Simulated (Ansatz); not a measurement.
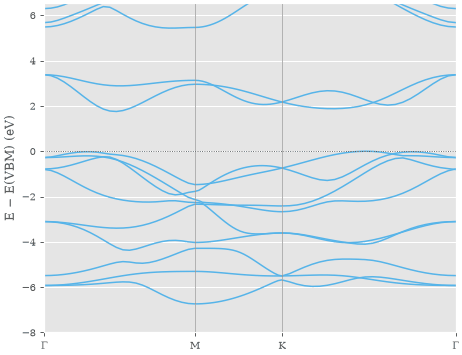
Fig. 1. Band structure from LDA in the plane-wave PAW code Ansatz

Problem. Read off the gap and where the band edges lie.

Solution. About 1.8 eV (1.75 eV by a search for the band edges); maximum on the K–Γ line, 48 % of the way from K, minimum on the Γ–M line, 47 % of the way from Γ.

The material is monolayer PtS$_{2}$ (1T, P-3m1 in the vacuum cell, 3 atoms).

A layer that has been made, often on a substrate. Symmetry was held in the LDA relaxation; whether a distortion lowers the energy is not shown. The run is not spin-polarised. Spin–orbit coupling is left out wherever it is not named.

Potentials: the later of the program's two PAW sets.
